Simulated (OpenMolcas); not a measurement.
```
&GATEWAY
Basis set
Co.ANO-RCC-VTZP.
Co1 0.0 0.0 0.0 Angstrom
End of basis
Basis set
F.ANO-RCC-VDZP.
L1 1.275944 1.275944 1.275944 Angstrom
L2 1.275944 1.275944 -1.275944 Angstrom
L3 1.275944 -1.275944 1.275944 Angstrom
L4 1.275944 -1.275944 -1.275944 Angstrom
End of basis
Basis set
Ca.EMB-AIMP.Pascual.0s.0s.ECP.CaF2.
PseudoCharge
* 21 symmetry-unique lattice sites within 7.6 angstrom
End of basis
Basis set
F.EMB-AIMP.Pascual.0s.0s.ECP.CaF2.
PseudoCharge
* 40 symmetry-unique lattice sites within 7.6 angstrom
End of basis
Symmetry
XYZ
AngMom=0.0 0.0 0.0
AMFI
RICD
XField
1348 Angstrom 0
* Evjen-weighted lattice charges
&SEWARD
&RASSCF
FileOrb=start.orb
Symmetry=1
Spin=4
nActEl=7 0 0
Inactive=23 26
Ras2=5 0
CIRoot=10 10 1
SDav=10
CIMx=300
Iter=150 100
PrWF=0.3
OrbListing=Nothing
MaxOrb=0
LevShft=1.0
>>> COPY $Project.JobIph JOB001
&RASSCF
FileOrb=start.orb
Symmetry=1
Spin=2
nActEl=7 0 0
Inactive=23 26
Ras2=5 0
CIRoot=40 40 1
SDav=40
CIMx=300
Iter=150 100
PrWF=0.3
OrbListing=Nothing
MaxOrb=0
LevShft=1.0
>>> COPY $Project.JobIph JOB002
&RASSI
NrOfJobIphs=2 10 40
1 2 3 4 5 6 7 8 9 10
1 2 3 4 5 6 7 8 9 10 11 12 13 14 15 16 17 18 19 20 21 22 23 24 25 26 27
28 29 30 31 32 33 34 35 36 37 38 39 40
IphNames
JOB001
JOB002
EJob
SpinOrbit
DIPRint=1.0
SOCoupling=1000.0
Subsets=2
Property=9
'ANGMOM' 1 'ANGMOM' 2 'ANGMOM' 3 'MLTPL  1' 1 'MLTPL  1' 2 'MLTPL  1' 3
'AMFI' 1 'AMFI' 2 'AMFI' 3
SOProperty=3
'ANGMOM' 1 'ANGMOM' 2 'ANGMOM' 3
>>> COPY JOB001 $Project.JobIph
&CASPT2
Multistate=10 1 2 3 4 5 6 7 8 9 10
NoMult
Frozen=6 7
IPEA=0.25
Imaginary=0.1
MaxIter=60
WThr=0.0 0.3 0.05
PrWF=0.5
NoMix
>>> COPY JOB002 $Project.JobIph
&CASPT2
Multistate=40 1 2 3 4 5 6 7 8 9 10 11 12 13 14 15 16 17 18 19 20 21 22
23 24 25 26 27 28 29 30 31 32 33 34 35 36 37 38 39 40
NoMult
Frozen=6 7
IPEA=0.25
Imaginary=0.1
MaxIter=60
WThr=0.0 0.3 0.05
PrWF=0.5
NoMix
```

Run as:
```bash
OMP_NUM_THREADS=1 MOLCAS_MEM=2457 MOLCAS_PROJECT=a pymolcas a.inp > a.log  # once for each step of the input, in one work folder
```

The CASPT2 energies were then put on the diagonal of the RASSI spin-orbit matrix.

Computed with OpenMolcas: state-averaged SS-CASPT2, IPEA shift 0.25, imaginary shift 0.1 hartree, closed shells 3s 3p correlated, active space 7 electrons in the shell 3d, basis ANO-RCC-VTZP on the metal and ANO-RCC-VDZP on the ligands, DKH2 scalar Hamiltonian, spin-orbit coupling by RASSI with atomic mean-field integrals.

Co²⁺ (3d⁷) as a dopant in CaF₂, a cluster with its 8 nearest F⁻ at 2.210 Å (cube) embedded in model potentials and point charges; the geometry was set, not optimised. The cluster and the levels that result:

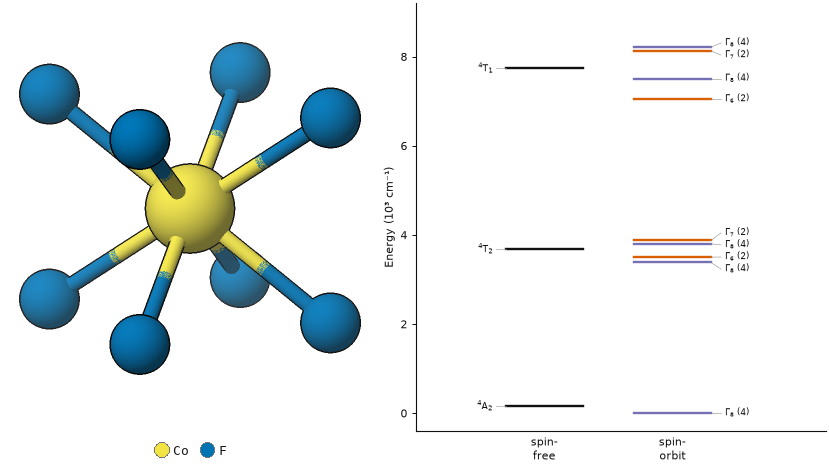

Labels give the representation in O, Td, D4 or D3 as the site allows (double group for half-integer spin) where it could be assigned and, in brackets, the degeneracy; spin-free states, where drawn, share the zero of the spin-orbit levels.

The ground level is Γ₈, 4-fold degenerate, 100 % from states of spin multiplicity 4. The next level lies at 3,380 cm⁻¹ (Γ₈). The lowest spin-free state is ⁴A₂, from the free-ion F term; of the same spin there follow at 3,520 cm⁻¹ (⁴T₂) and 7,580 cm⁻¹ (⁴T₁) above it.

Caveat: small active space favours high spin, ground spin may be wrong; single d shell for a late 3d ion, CASPT2 field may be too large; the geometry is set by hand, with no relaxation and no charge compensation.
